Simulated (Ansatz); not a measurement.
Take PbO (space group P4/nmm, No. 129; a = 3.970 Å, c = 4.705 Å) as the base. Axes: x, y, z lie along a, b, c of the conventional cell.

One thing is altered: compressive biaxial strain of 2.40 % in the plane normal to [001], as in epitaxy on a mismatched substrate; the out-of-plane cell vector and the atoms relax.

All numbers come from PBEsol-D3(BJ)/PAW in Ansatz (a first-principles code), no spin-orbit coupling.

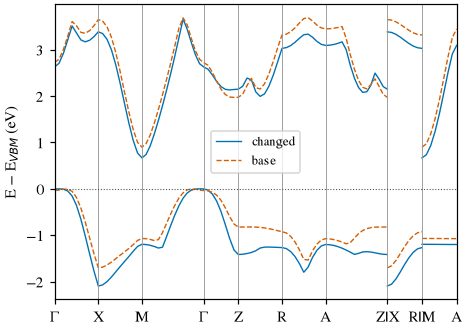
*Highest valence and lowest conduction band along the path, each from its own valence-band maximum*

From the figure, how large is the changed gap, and is it direct?

About 0.7 eV, indirect, Γ → M.

With Pb present, leaving out spin-orbit coupling can change the band edges. Stability against distortions was not tested.
